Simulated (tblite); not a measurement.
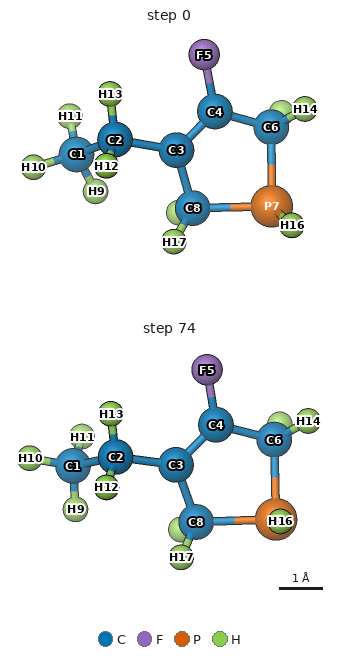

The structure of C6H10FP before (top) and after (bottom) a relaxation, at one scale.

The picture is a ball-and-stick view, seen face on.

All numbers below come from GFN2-xTB geometry optimisation, gas phase in tblite 0.8.0. 

Question: What changed between the two?

Answer: The energy falls by 22.8 kcal/mol in 74 geometry steps. The largest move after the best rigid fit is that of an H atom, 0.52 Å. Largest moves by element: H 0.52 Å, P 0.13 Å, C 0.10 Å, F 0.08 Å. Some distances before and after: C–F 1.416 → 1.352 Å, H–P 1.462 → 1.405 Å, C–C 1.278 → 1.326 Å, C–C 1.453 → 1.495 Å. Bond angles that change, for instance: C–P–H 112.6° → 93.7°, C–P–H 109.8° → 93.8°, H–C–H 115.3° → 108.6°. Groups turn about C–C by about 30°.
